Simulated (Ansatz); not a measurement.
C₂H₅F₃N₂Si₂ (SMILES N#C[SiH2]N[SiH2]C(F)(F)F)

Input

```
crystal:
  periodic: [false, false, false]
  atoms:
    - {symbol: C, position_ang: [-1.312914, -1.049946, -0.417280]}
    - {symbol: C, position_ang: [1.320138, 1.231572, 2.356957]}
    - {symbol: F, position_ang: [1.430321, 1.051010, 3.679204]}
    - {symbol: F, position_ang: [2.133501, 2.245404, 2.021684]}
    - {symbol: F, position_ang: [0.060801, 1.642082, 2.110742]}
    - {symbol: "N", position_ang: [-2.048876, -1.816086, 0.047403]}
    - {symbol: "N", position_ang: [1.394873, -0.053902, -0.333970]}
    - {symbol: Si, position_ang: [-0.121370, 0.183126, -1.143295]}
    - {symbol: Si, position_ang: [1.704185, -0.369063, 1.347101]}
    - {symbol: H, position_ang: [-0.747292, 1.518979, -0.954202]}
    - {symbol: H, position_ang: [0.034364, -0.113864, -2.591786]}
    - {symbol: H, position_ang: [2.216815, 0.155834, -0.894650]}
    - {symbol: H, position_ang: [3.144318, -0.689334, 1.529825]}
    - {symbol: H, position_ang: [0.797608, -1.420780, 1.875283]}
basis:
  gaussian: {orbitals: def2-SVPD}
hamiltonian: {xc: {name: PBE0}}
output: {forces: true, orbitals: {seedname: orbitals}}
```

Command:

```sh
ansatz run input.yaml --threads 2 --pin off --max-ram 5220MiB --events-out events.jsonl --progress --plain --runs-dir runs
```

Geometry: PBE0-D3(BJ)/def2-SVP.

All numbers below come from isolated molecule in a Gaussian basis; Kohn-Sham density functional theory, functional PBE0 in Ansatz 0.2.0.

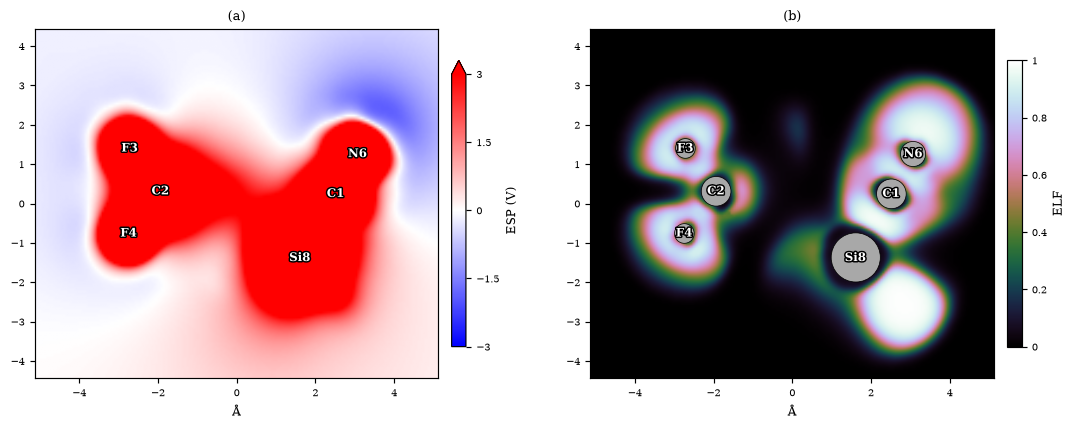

Figure 1. (a) molecular electrostatic potential; (b) ELF on the plane of atoms F3, C2 and F4. Grey discs cover the atomic cores in the ELF map.

**Describe what can be read from this map.**

The plane passes through C, F, N and Si nuclei. C–N (1.16 Å): the ELF peaks at about 0.85 between the atoms (a short, multiple covalent bond). C–F (1.34 Å): the ELF peaks at about 0.85 between the atoms; a shared but strongly polarised pair. C–Si (1.86 Å): the ELF peaks at about 1 between the atoms; a covalent bond. The ELF also peaks beside F4, F3 and N6, away from the bonds: lone-pair regions. Outside the dense part of the molecule the potential is most negative (−1.9 V) near N6.

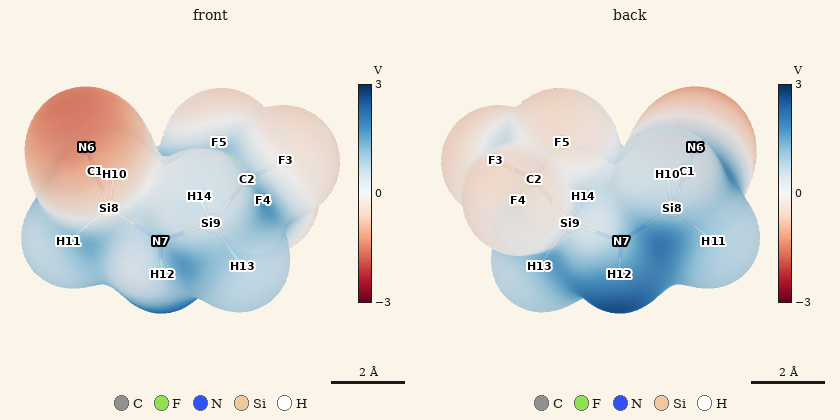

Figure 2. The electrostatic potential painted on the density surface at 0.002 e/bohr³, seen from the front and from behind; red is negative and blue positive.

**Which sites attract a positive test charge, and which a negative one?**

A positive charge is drawn to the negative regions and a negative charge to the positive ones. The most negative region (about −1.6 V) lies over N6, the most positive (about +2.6 V) over H12. N6 is the likeliest acceptor of a hydrogen bond.

**What dipole moment does the calculation give?**

Its dipole moment is 4.35 D.

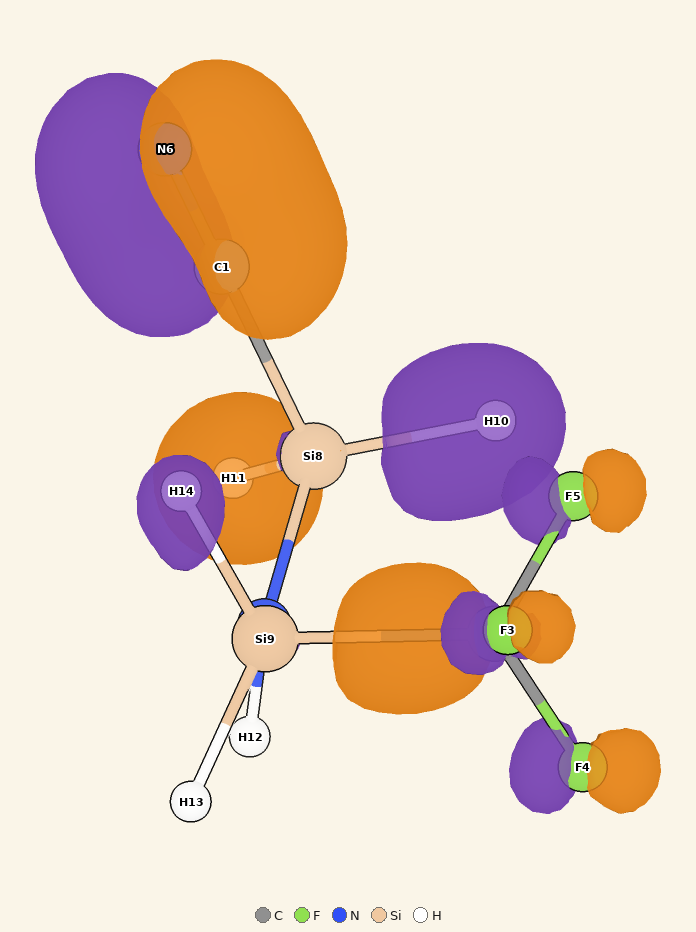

Figure 3. The HOMO−1 at ±0.15 Å⁻³ᐟ² (orange and purple are the two phases), seen at an oblique angle.

**What is the character of this orbital?**

It lies mainly on N6 (about 30 %), C1 (about 20 %), Si8 (about 10 %), H11 (about 10 %), H10 (about 10 %) and Si9 (about 5 %). Its energy is −9.85 eV.
